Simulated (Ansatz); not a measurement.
## NiSi2, pressure series

Start from NiSi₂ (space group Fm-3m, No. 225; non-magnetic).

```cif
data_NiSi2
_chemical_formula_sum 'Ni1 Si2'
_space_group_name_H-M_alt 'P 1'
_space_group_IT_number 1
_cell_length_a 3.80918
_cell_length_b 3.80918
_cell_length_c 3.80918
_cell_angle_alpha 60.000
_cell_angle_beta 60.000
_cell_angle_gamma 60.000
loop_
_space_group_symop_operation_xyz
  'x, y, z'
loop_
_atom_site_label
_atom_site_type_symbol
_atom_site_fract_x
_atom_site_fract_y
_atom_site_fract_z
_atom_site_occupancy
Ni1 Ni 0.00000 0.00000 0.00000 1
Si1 Si 0.25000 0.25000 0.25000 1
Si2 Si 0.75000 0.75000 0.75000 1
```

Cell and atoms are relaxed at each pressure.

Computed with DFT with r2SCAN, PAW potentials and a 500 eV plane-wave cutoff in Ansatz (an electronic-structure program), without spin-orbit coupling.

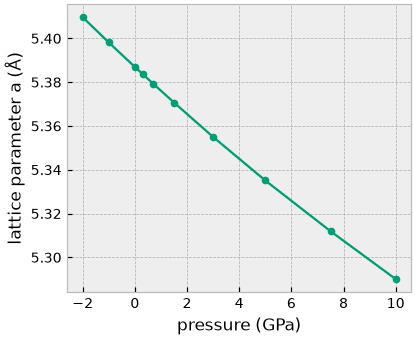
Fig. 1. Lattice parameter a against pressure

```csv
pressure (GPa),lattice parameter a
-2,5.410 Å
-1,5.398 Å
0.3,5.384 Å
0.7,5.379 Å
1.5,5.371 Å
3,5.355 Å
5,5.335 Å
7.5,5.312 Å
10,5.290 Å
```

Load acts through the strain it causes; cell and atoms are relaxed under it. Stability against distortions was not tested. No other phases were tried under pressure. Starting moments died away, wholly or in part, for the base; another magnetic solution may exist. The final runs are not spin-polarised.
